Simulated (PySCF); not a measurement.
C4H12NP (SMILES CCN(P)CC)

Input

```
{"job": {"kind": "nmr", "xc": "PBE0", "basis": "pcSseg-1"}, "charge": 0, "multiplicity": 1}
C      1.907839     0.315736     0.674116
C      1.350166     0.321008    -0.747554
N     -0.096762     0.325271    -0.837516
P     -0.880484     1.819704    -0.891386
C     -0.804529    -0.893886    -0.500829
C     -1.316706    -0.985614     0.935471
H      1.470152     1.133175     1.244405
H      1.690580    -0.623301     1.176830
H      2.986753     0.446505     0.645482
H      1.698085     1.223474    -1.259683
H      1.727750    -0.550668    -1.294645
H     -1.539011     1.875702     0.361203
H     -2.052894     1.336922    -1.496079
H     -1.664151    -0.973427    -1.178944
H     -0.133480    -1.732742    -0.707401
H     -2.015812    -0.176697     1.138976
H     -1.835419    -1.930642     1.076318
H     -0.500838    -0.924204     1.649579
```

Command:

```sh
OMP_NUM_THREADS=1 python probes_run.py task.json out
```

Geometry: GFN2-xTB.

All numbers below come from PBE0/pcSseg-1, SCF density, gas phase, non-relativistic in PySCF.

Question: What can the converged electron density and electron localisation function tell about the bonding?

Answer: C–N (1.45 Å): the density is about 1.9 e/Å³ at the midpoint; the ELF peaks at about 0.90 between the atoms, as expected for a shared electron pair.
P–N (1.69 Å): ρ is about 1.3 e/Å³ halfway; the ELF peaks at about 0.90 between the atoms (a polar covalent bond).
C–H (1.09 Å): ρ at the midpoint is about 2 e/Å³; the ELF climbs to about 1 towards the hydrogen, as it does in any bond to H; an ordinary covalent bond to hydrogen.

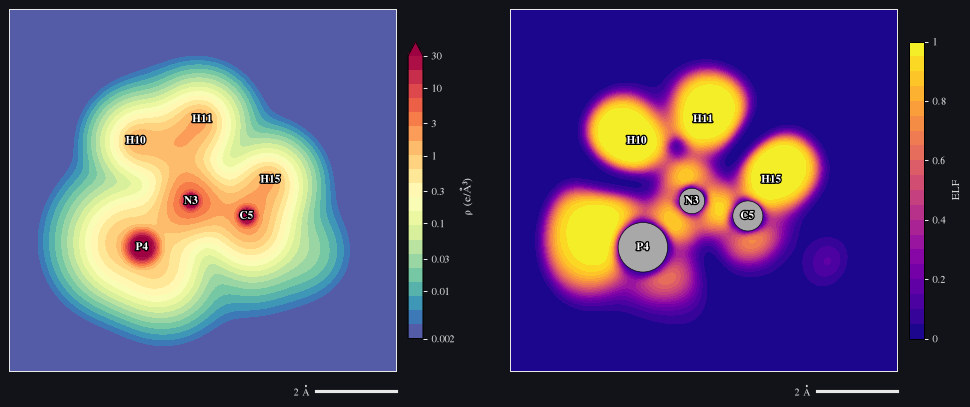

Computed electron density and electron localisation function on the plane of atoms P4, N3 and C5, in this order. Grey discs cover the atomic cores in the ELF map. 
